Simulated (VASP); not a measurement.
Band structure of C (diamond). Method: r2SCAN+rVV10, VASP's PBE PAW potentials (set 64) (plane waves; VASP 6.6.1).

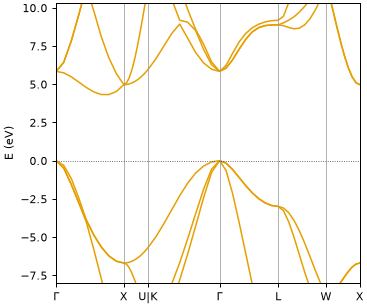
Figure. Bands along high-symmetry lines, zero at the valence-band maximum or, without a gap, the Fermi level

**Question.** Read the plot: is there a gap, and where are the band edges?

**Answer.** The gap is indirect, 4.30 eV, from the valence maximum at Γ to the conduction minimum at (0.36, 0.36, 0.00).

The compound is C in the diamond structure. It was relaxed first.
